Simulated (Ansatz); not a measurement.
# CHClF2: relaxing the atoms and harmonic vibrations

Aim: for CHClF2, 2 runs in a chain (relaxing the atoms and harmonic vibrations).

Program: Ansatz 0.2.0. Level of theory: MP2 on Hartree-Fock, Gaussian basis def2-TZVPP. These are calculated values, not measurements.

### 1 The system as given

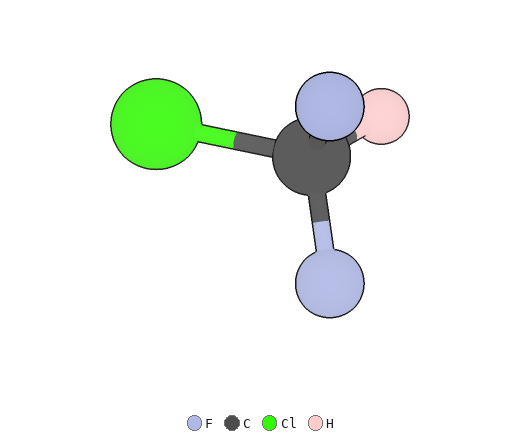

Start, viewed from a chosen angle; fluorine light blue, carbon dark grey, chlorine green, hydrogen pink.

As a file:

```xyz
5

F    -0.5909    1.0968   -0.5508
C    -0.0841    0.0001    0.0635
F    -0.6047   -1.0821   -0.5647
Cl    1.6721   -0.0102   -0.0601
H    -0.3925   -0.0046    1.1121
```

### 2 Relaxing the atoms: CHClF2

input.yaml

```yaml
relax:
  f_tol: 0.001
  max_steps: 200
crystal:
  periodic: [false, false, false]
  atoms:
    - { symbol: F, position_ang: [-0.59086, 1.09683, -0.55078] }
    - { symbol: C, position_ang: [-0.0841, 0.00013, 0.06345] }
    - { symbol: F, position_ang: [-0.6047, -1.0821, -0.56471] }
    - { symbol: Cl, position_ang: [1.67213, -0.01024, -0.06012] }
    - { symbol: H, position_ang: [-0.39248, -0.00462, 1.11215] }
basis:
  gaussian: { orbitals: def2-TZVPP }
hamiltonian:
  xc: hf
correlation:
  method: mp2
```

Command:

```
$ ansatz run input.yaml --threads 4 --pin off --max-ram 14336MiB --backend cpu --events-out ev --progress --plain --runs-dir out
```

Log (excerpt; [...] marks lines left out):

```text
Warning: RAYON_NUM_THREADS=4 ignored (pool sized by the plan → 4); use --threads N
[...]
Functional definition: HF
[...]
1040 factors; integrals over basis functions are off by at most 2.9e-4 eV
[...]
mean field -18964.58017043 eV, -696.9354666090 hartree, gradient 3.0e-6 eV, S^2 0.000000; 0 other end points of the search recorded, 0 dependent functions left out
8 core orbitals not correlated: weight in the atoms' cores, before any rotation towards them, 1.000 or more for the frozen orbitals, at most 0.000 for the correlated occupied ones
reference -18964.58017043 eV, -696.9354666090 hartree; 13, 13 occupied and 128, 128 virtual orbitals, 1040 factors
second order -23.17695325 eV of doubles, -0.00000000 eV of singles
[...]
relax step   1: F+E_penalty+E_count = -18987.75712367 eV  Δ(F+E_penalty+E_count) = +0.000e0 eV  max|allowed force component| = 5.518e-1 eV/Å  Δτ_max = 0.0000 Å  (60 SCF iters, accepted)
[...]
relax step   4: F+E_penalty+E_count = -18987.77183109 eV  Δ(F+E_penalty+E_count) = -5.018e-5 eV  max|allowed force component| = 3.082e-2 eV/Å  Δτ_max = 0.0008 Å  (62 SCF iters, accepted)
[...]
relax step   5: F+E_penalty+E_count = -18987.77185160 eV  Δ(F+E_penalty+E_count) = -2.051e-5 eV  max|allowed force component| = 6.194e-4 eV/Å  Δτ_max = 0.0008 Å  (62 SCF iters, accepted)
[...]
1040 factors; integrals over basis functions are off by at most 2.8e-4 eV
[...]
mean field -18964.63567998 eV, -696.9375065474 hartree, gradient 2.4e-6 eV, S^2 0.000000; 1 other end points of the search recorded, 0 dependent functions left out
8 core orbitals not correlated: weight in the atoms' cores, before any rotation towards them, 1.000 or more for the frozen orbitals, at most 0.000 for the correlated occupied ones
reference -18964.63567998 eV, -696.9375065474 hartree; 13, 13 occupied and 128, 128 virtual orbitals, 1040 factors
second order -23.13617163 eV of doubles, -0.00000000 eV of singles
[...]
Total energy: -18987.77185160 eV, -697.7877451724 hartree
Atom 0 at    -0.582443     1.092137    -0.544705 Å, force     0.000026    -0.000329    -0.000003 eV/Å
Atom 1 at    -0.094226     0.000222     0.059199 Å, force    -0.000211    -0.000003     0.000619 eV/Å
Atom 2 at    -0.596225    -1.077593    -0.558576 Å, force     0.000030     0.000329     0.000001 eV/Å
Atom 3 at     1.658005    -0.010159    -0.058782 Å, force     0.000162    -0.000000    -0.000119 eV/Å
Atom 4 at    -0.385121    -0.004607     1.102853 Å, force    -0.000007     0.000003    -0.000498 eV/Å
Dipole moment:    -0.036463    -0.001673     0.297926 e Å
Checks for a lower state left out: cluster_reference
```

Run time: 30 s. Hardware: 4 threads of Intel Xeon Platinum 8259CL at 2.50GHz (Skylake/Cascade Lake), shared host; peak memory 0.47 GiB.

The steps of the relaxation:

```csv
step,E - E(step 1) (eV),largest force component (eV/Å)
1,0.0000,0.5518
2,-0.0124,0.2284
3,-0.0147,0.0556
4,-0.0147,0.0308
5,-0.0147,0.0006
```

Step 1 is the start.

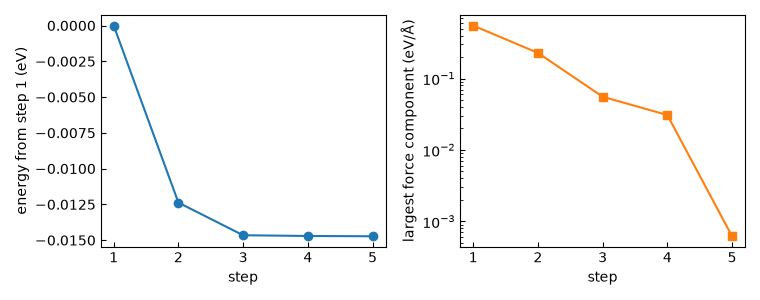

Energy and largest force along the relaxation.

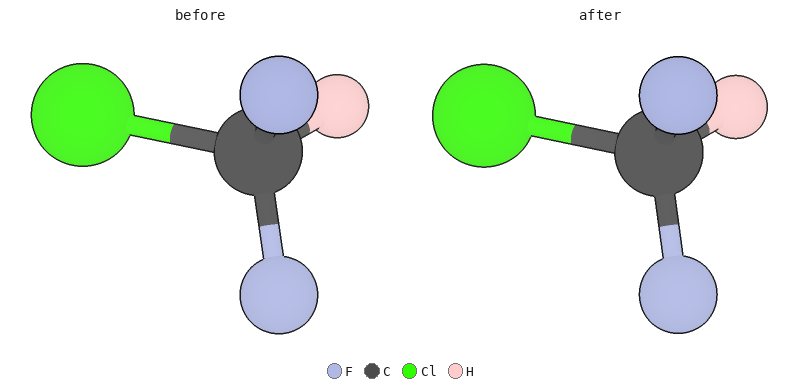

The structure before (left) and after (right) the relaxation, drawn at the same scale. The change is too small to see at this scale.

Before: Bond lengths: F1–C2 1.355 Å, C2–F3 1.355 Å, C2–Cl4 1.761 Å, C2–H5 1.093 Å. Angles: F1–C2–F3 107.0°, F1–C2–Cl4 110.2°, F1–C2–H5 109.4°, F3–C2–Cl4 110.2°, F3–C2–H5 109.4°, Cl4–C2–H5 110.4°.

After: Bond lengths: F1–C2 1.340 Å, C2–F3 1.340 Å, C2–Cl4 1.756 Å, C2–H5 1.083 Å. Angles: F1–C2–F3 108.1°, F1–C2–Cl4 109.8°, F1–C2–H5 109.9°, F3–C2–Cl4 109.8°, F3–C2–H5 109.9°, Cl4–C2–H5 109.4°.

### 3 Harmonic vibrations

It takes the final geometry of step 2.

input.yaml

```yaml
crystal:
  periodic: [false, false, false]
  atoms:
    - { symbol: F, position_ang: [-0.58244346, 1.0921373, -0.54470486] }
    - { symbol: C, position_ang: [-0.09422602, 0.00022154, 0.05919907] }
    - { symbol: F, position_ang: [-0.596225, -1.07759269, -0.55857601] }
    - { symbol: Cl, position_ang: [1.65800511, -0.01015882, -0.05878168] }
    - { symbol: H, position_ang: [-0.38512062, -0.00460732, 1.10285348] }
basis:
  gaussian: { orbitals: def2-TZVPP }
hamiltonian:
  xc: hf
correlation:
  method: mp2
phonons: {}
```

Command:

```
$ ansatz run input.yaml --threads 4 --pin off --max-ram 14336MiB --backend cpu --events-out ev --progress --plain --runs-dir out
```

Log (excerpt; [...] marks lines left out):

```text
Warning: RAYON_NUM_THREADS=4 ignored (pool sized by the plan → 4); use --threads N
[...]
[... 1 set-up line as earlier in the session ...]
[...]
1038 factors; integrals over basis functions are off by at most 2.9e-4 eV
[...]
mean field -18964.63567962 eV, -696.9375065341 hartree, gradient 2.9e-6 eV, S^2 0.000000; 0 other end points of the search recorded, 0 dependent functions left out
8 core orbitals not correlated: weight in the atoms' cores, before any rotation towards them, 1.000 or more for the frozen orbitals, at most 0.000 for the correlated occupied ones
reference -18964.63567962 eV, -696.9375065341 hartree; 13, 13 occupied and 128, 128 virtual orbitals, 1038 factors
second order -23.13617157 eV of doubles, -0.00000000 eV of singles
[...]
1038 factors; integrals over basis functions are off by at most 2.8e-4 eV
[...]
reference -18964.63556218 eV, -696.9375022185 hartree; 13, 13 occupied and 128, 128 virtual orbitals, 1038 factors
second order -23.13626596 eV of doubles, -0.00000000 eV of singles
[...]
Total energy: -18987.77185118 eV, -697.7877451570 hartree
Atom 0 at    -0.582443     1.092137    -0.544705 Å, force     0.000026    -0.000330    -0.000003 eV/Å
Atom 1 at    -0.094226     0.000222     0.059199 Å, force    -0.000211    -0.000003     0.000619 eV/Å
Atom 2 at    -0.596225    -1.077593    -0.558576 Å, force     0.000030     0.000330     0.000001 eV/Å
Atom 3 at     1.658005    -0.010159    -0.058782 Å, force     0.000162    -0.000000    -0.000118 eV/Å
Atom 4 at    -0.385121    -0.004607     1.102853 Å, force    -0.000007     0.000003    -0.000498 eV/Å
Dipole moment:    -0.036463    -0.001673     0.297926 e Å
Vibrations: 373.52 419.96 605.36 832.58 1135.28 1161.31 1357.71 1401.45 3200.20 cm⁻¹, zero-point energy 0.650134 eV
Checks for a lower state left out: cluster_reference
```

Run time: 90 s. Hardware: 4 threads of Intel Xeon Platinum 8259CL at 2.50GHz (Skylake/Cascade Lake), shared host; peak memory 0.47 GiB.

Harmonic frequencies from the force constants, with rigid motions projected out (i: imaginary):

| mode | cm⁻¹ |
| --- | --- |
| 1 | 374 |
| 2 | 421 |
| 3 | 606 |
| 4 | 834 |
| 5 | 1136 |
| 6 | 1162 |
| 7 | 1358 |
| 8 | 1402 |
| 9 | 3201 |

### 4 The runs side by side

| step | energy above the lowest (eV) | charge | 2S+1 typed | ⟨S²⟩ | dipole (D) | time |
| --- | --- | --- | --- | --- | --- | --- |
| 2 | 0.000 | 0 | 1 | 0.00 | 1.44 | 30 s |
| 3 | 0.000 | 0 | 1 | 0.00 | 1.44 | 90 s |

```
                     quantity             value
harmonic frequencies (step 3)  374 to 3201 cm⁻¹
   zero-point energy (step 3)          0.650 eV
```

**Reading.** In step 3 all modes are real: a minimum.
